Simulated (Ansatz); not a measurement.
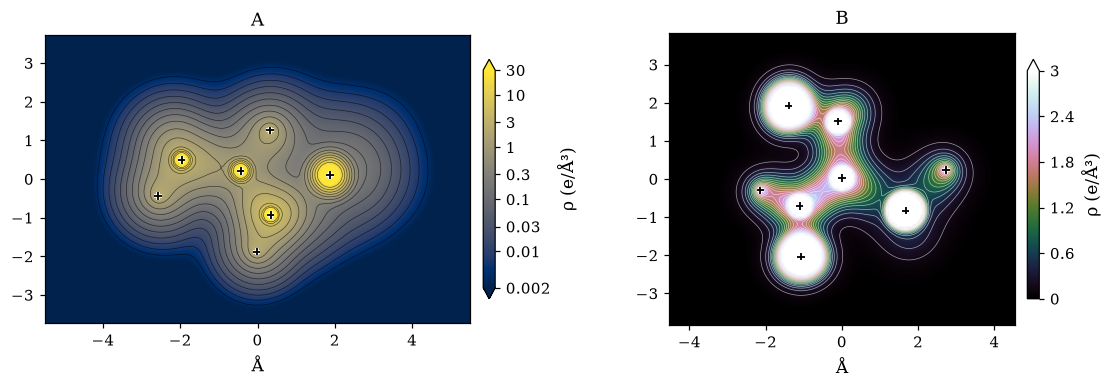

The total electron density of 2 systems, each on a plane through atoms (crosses mark nuclei in the plane).

Theory: RKS LDA/def2-SVP (Ansatz).

System 1: C₂H₉AlBN, the plane of atoms C1, B2 and N3. 

```json
{"atom": "C", "x (Å)": "-1.8373", "y (Å)": "0.9186", "z (Å)": "-1.2407"}
{"atom": "B", "x (Å)": "-1.8362", "y (Å)": "-0.3183", "z (Å)": "-0.2999"}
{"atom": "N", "x (Å)": "-1.7134", "y (Å)": "-0.5014", "z (Å)": "1.0565"}
{"atom": "Al", "x (Å)": "-1.8698", "y (Å)": "-2.3292", "z (Å)": "0.8358"}
{"atom": "C", "x (Å)": "-3.5885", "y (Å)": "-3.1935", "z (Å)": "1.1014"}
{"atom": "H", "x (Å)": "-1.7101", "y (Å)": "1.8751", "z (Å)": "-0.6917"}
{"atom": "H", "x (Å)": "-1.0244", "y (Å)": "0.8369", "z (Å)": "-1.9961"}
{"atom": "H", "x (Å)": "-2.7848", "y (Å)": "0.9708", "z (Å)": "-1.8216"}
{"atom": "H", "x (Å)": "-1.9803", "y (Å)": "-1.4612", "z (Å)": "-0.8866"}
{"atom": "H", "x (Å)": "-1.5796", "y (Å)": "0.2507", "z (Å)": "1.7353"}
{"atom": "H", "x (Å)": "-0.5051", "y (Å)": "-3.1614", "z (Å)": "0.7297"}
{"atom": "H", "x (Å)": "-4.4430", "y (Å)": "-2.4926", "z (Å)": "0.9880"}
{"atom": "H", "x (Å)": "-3.7326", "y (Å)": "-4.0362", "z (Å)": "0.3900"}
{"atom": "H", "x (Å)": "-3.6496", "y (Å)": "-3.6315", "z (Å)": "2.1234"}
```

System 2: C₃H₆F₂Si, the plane of atoms C2, C3 and Si4. 

```csv
atom,x (Å),y (Å),z (Å)
F,-1.6894,1.0076,1.4567
C,-0.3892,0.8653,1.2275
C,0.0639,0.1389,0.2023
Si,-1.1551,-0.6980,-0.9389
C,1.5295,0.0135,-0.0071
F,2.2383,0.7014,0.9349
H,0.2489,1.3986,1.9573
H,-2.0061,-1.6902,-0.1940
H,-2.0489,0.3075,-1.6124
H,-0.3627,-1.4294,-1.9925
H,1.8362,-1.0632,0.0226
H,1.8116,0.3928,-1.0223
```

### Which map belongs to which system?

Panel A is system 1, C₂H₉AlBN: the plane holds C, B, N, Al and H. Al4···H9 (1.93 Å): the density falls to about 0.24 e/Å³ on the way. Panel B is system 2, C₃H₆F₂Si: the plane holds F, C, Si and H. C–F (1.33 Å): ρ at the midpoint is about 2.3 e/Å³, with its minimum of 1.8 e/Å³ about 0.5 Å from C.
